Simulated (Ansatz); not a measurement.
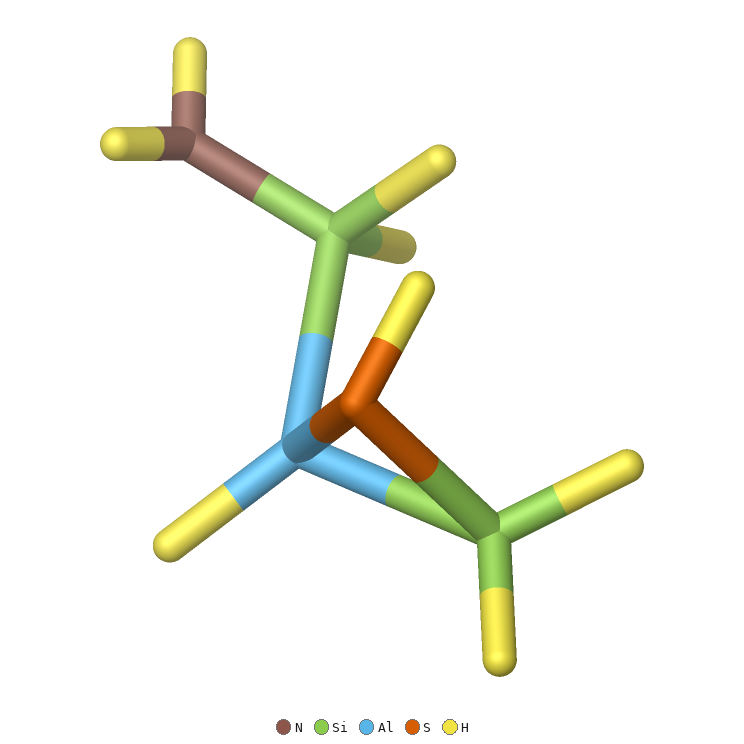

Stick drawing of a structure. Every bond is drawn as one stick, whatever its order.

Question: Which formula does it have?

Answer: AlH₈NSSi₂, 13 atoms: 1 aluminium, 8 hydrogen, 1 nitrogen, 1 sulfur and 2 silicon.

Question: Give the symmetry (Schoenflies symbol).

Answer: C1.

Question: How many bonds of each kind are drawn?

Answer: 4 Si–H, 2 Al–Si, 2 N–H, 1 N–Si, 1 Al–S, 1 S–Si, 1 S–H, 1 Al–H. Sticks follow a distance rule.

The parts below concern this one geometry. Atoms keep their numbers from picture to picture. The computed structure is the end point of a PBE0-D4/def2-TZVP optimisation.

## Shape

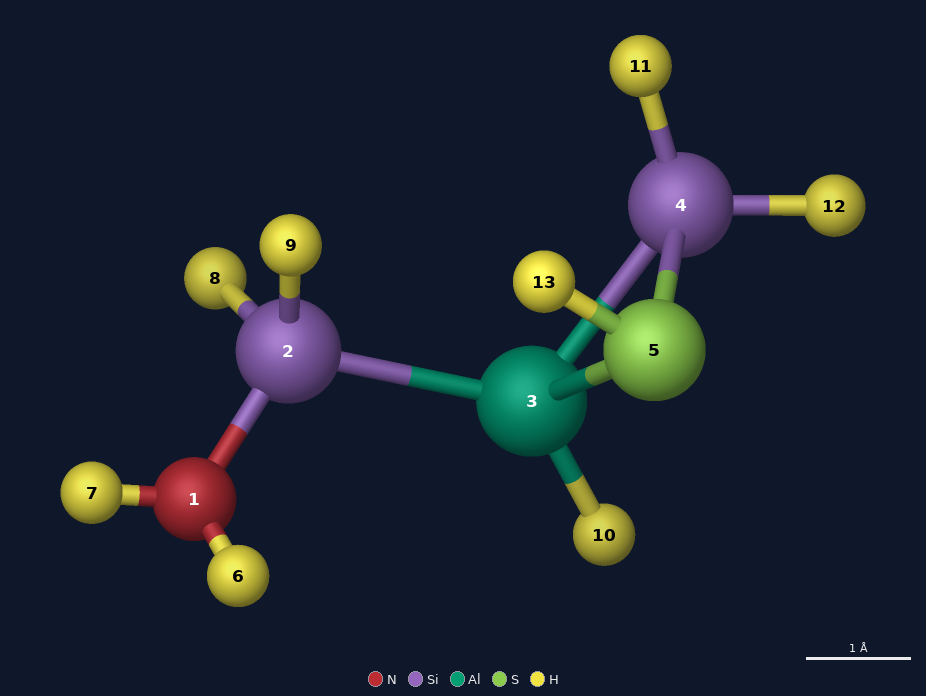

Numbered structure.

Estimate the angles Si2–N1–H6, Si2–Al3–Si4, Si2–Al3–S5, Si2–Al3–H10, Al3–Si2–H8, Al3–Si4–S5, Al3–S5–Si4, Al3–S5–H13, Si4–Al3–H10, Si4–S5–H13, S5–Al3–H10, S5–Si4–H12.

```csv
angle,degrees
Si2–N1–H6,119.9
Si2–Al3–Si4,112.6
Si2–Al3–S5,103.5
Si2–Al3–H10,131.5
Al3–Si2–H8,112.9
Al3–Si4–S5,64.6
Al3–S5–Si4,60.0
Al3–S5–H13,92.3
Si4–Al3–H10,115.7
Si4–S5–H13,94.4
S5–Al3–H10,106.6
S5–Si4–H12,101.8
```

## Charges

The questions are on Mulliken charges. Method: RKS PBE0-D4/def2-TZVP (Ansatz 0.2.0).

Question: Which atom carries the highest charge (most positive or least negative)?

Answer: Al3 (0.29 e).

Question: And the lowest?

Answer: N1 (−0.63 e).

Give the Mulliken charges atom by atom.

```csv
atom,value (e)
N1,−0.63
Si2,0.12
Al3,0.29
Si4,−0.03
S5,−0.24
H6,0.24
H7,0.24
H8,−0.03
H9,−0.07
H10,−0.10
H11,0.01
H12,0.01
H13,0.20
```

## Electronic properties

Properties computed with RKS HSE06 (plane-wave form)-D4/def2-TZVPP (Ansatz 0.2.0).

Question: What is the HOMO energy (Kohn–Sham orbital)?

Answer: −6.40 eV.

Question: Give the LUMO energy (Kohn–Sham orbital) at this level.

Answer: −1.18 eV.

Question: Give the dispersion correction at this level.

Answer: −28.7 kJ/mol.

## Vibrations

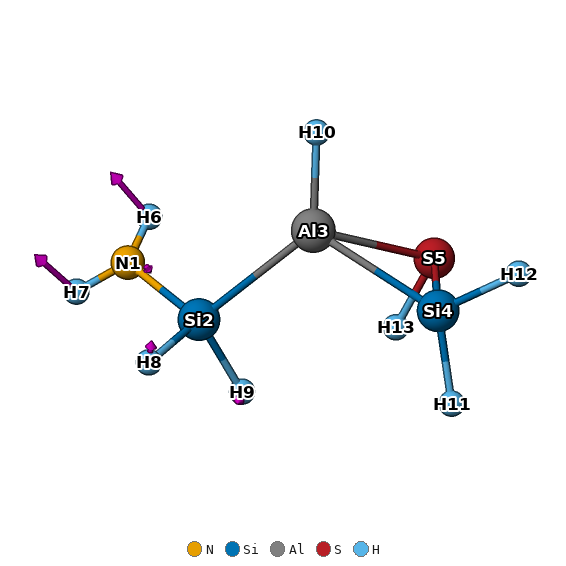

The arrows show one normal mode. Harmonic vibrations computed with RKS PBE0-D4/def2-TZVP (Ansatz 0.2.0) at a stationary point of the same level.

Question: Estimate its harmonic wavenumber.

Answer: 372 cm⁻¹; it is mode 9 of 33 counted from the lowest.

Mulliken values depend strongly on the basis set and can even reverse the polarity of a bond.
